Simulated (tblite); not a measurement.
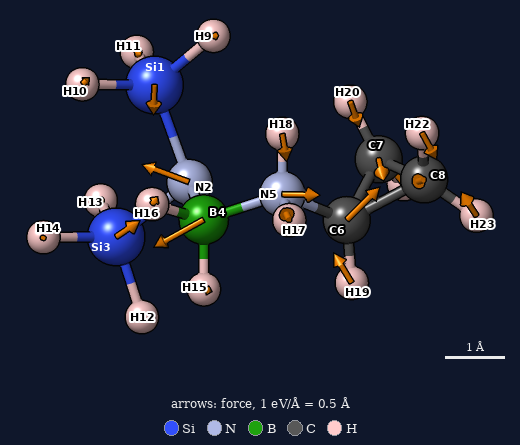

Starting geometry of C3H15BN2Si2 with the computed forces as orange arrows. Style: ball-and-stick. Shown at a tilt.

All numbers below come from tblite 0.8.0, GFN2-xTB geometry optimisation, gas phase. 

Q: What follows when this structure is relaxed?

A: It isn't relaxed: the largest force vector, on the B atom, is 2.05 eV/Å. The final displacements have little in common with the starting forces (cosine between the two patterns 0.17). After 134 geometry steps the energy has fallen by 97.1 kJ/mol. The largest move after the best rigid fit is that of an H atom, 1.19 Å. By element the largest moves are H 1.19 Å, N 0.60 Å, Si 0.59 Å, C 0.51 Å, B 0.47 Å. Some distances before and after: B–N 1.539 → 1.674 Å, N–Si 1.796 → 1.727 Å, B–N 1.555 → 1.518 Å, C–C 1.526 → 1.493 Å. Bond angles that change, for instance: Si–N–Si 107.6° → 121.3°, Si–N–B 109.0° → 118.8°, H–C–H 122.6° → 113.4°. The run took 1.3 s on 1 thread of Arm Neoverse V1 (shared host).
